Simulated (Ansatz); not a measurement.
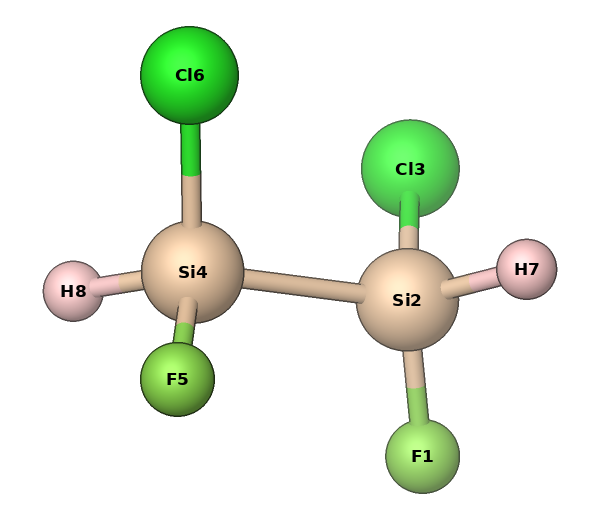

Atoms fade into the background with distance from the viewer. The computed structure is the end point of a PBE-D4/def2-SVP optimisation. No frequency run is at hand to confirm it as a minimum.

> Find the stereocentres and stereogenic double bonds.

Centres: Si2, Si4.

> Assign CIP descriptors.

Si2: R (priorities Cl3 > Si4 > F1 > H7); Si4: R (priorities Cl6 > Si2 > F5 > H8).
